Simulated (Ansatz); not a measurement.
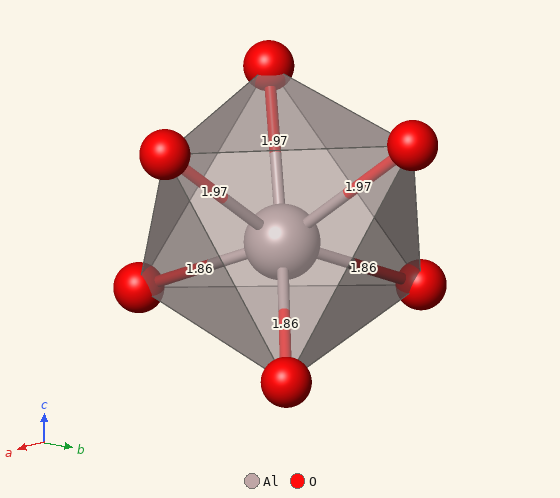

The AlO6 unit about Al in Al₂O₃. Source: the geometry relaxed with DFT, PAW plane waves, r2scan in Ansatz.

Al2O3, space group R-3c:H (No. 167), a = 4.759 Å, b = 4.759 Å, c = 12.994 Å, α = 90.00°, β = 90.00°, γ = 120.00°

```csv
site,Wyckoff,x,y,z
Al,12c,0.3333,0.6667,0.3147
O,18e,0.6667,0.6397,0.0833
```

### Compute the usual distortion measures of this polyhedron.

It is closest to the octahedron.

| measure | value |
| --- | --- |
| mean bond length | 1.913 Å |
| bond-length distortion index (Baur) | 0.030 |
| effective coordination number (Hoppe) | 5.82 |
| shape measure against the octahedron | 0.58 |
| shape measure against the trigonal prism | 15.47 |
| centre off the ligands' centroid by | 0.24 Å |
| polyhedral volume | 9.07 Å³ |
| quadratic elongation | 1.020 |
| bond-angle variance | 65.7 deg² |
